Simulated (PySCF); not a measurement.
```tsv
atom	x (Å)	y (Å)	z (Å)
C	-2.1256	-1.5004	-0.3065
C	-1.7633	-0.2550	-0.6521
C	-0.9737	0.6665	0.2033
C	-0.7484	2.0297	-0.4125
C	0.2748	0.0537	0.8399
C	1.3370	-0.2799	-0.2440
C	2.5274	-0.9535	0.3879
H	-1.9590	-1.9029	0.6807
H	-2.6155	-2.1567	-1.0071
H	-2.0765	0.1395	-1.6116
H	-1.6301	0.8214	1.0875
H	-0.1491	1.9445	-1.3212
H	-1.6907	2.4921	-0.7020
H	-0.2250	2.6919	0.2726
H	0.7114	0.7519	1.5538
H	0.0335	-0.8737	1.3608
H	1.6383	0.6596	-0.7115
H	0.8774	-0.9263	-0.9940
H	2.2773	-1.9293	0.8000
H	3.2867	-1.1208	-0.3826
H	2.9843	-0.3356	1.1583
```

Geometry: GFN2-xTB.

Theory: UKS B3LYP, pcH-1 on C H, non-relativistic, mean-field spin-orbit, GIAO in PySCF.

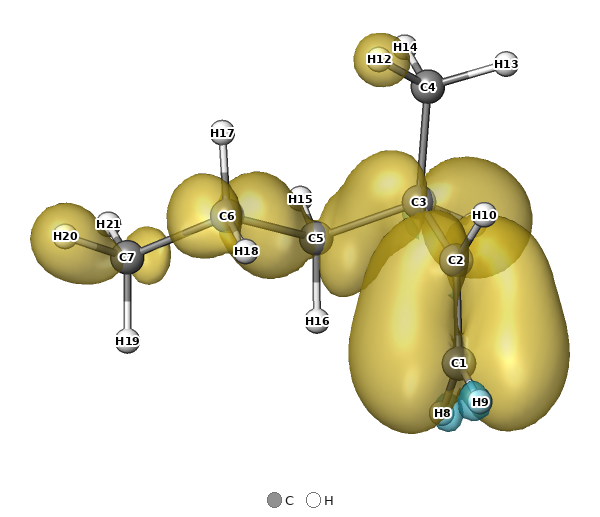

C7H14 (SMILES [CH2+][CH][C@H](C)CCC) (charge +1, doublet). Isosurfaces of the spin density (α minus β) at +0.015 (yellow) and −0.015 e/Å³ (cyan), seen at a tilt.

Which atoms carry the spin?

Answer. The unpaired spin (1 electron) lies mostly on C1 (about 0.4), C2 (about 0.2), C3 (about 0.1), H11 (about 0.1) and C5 (about 0.1), in electrons by Hirshfeld's partition.
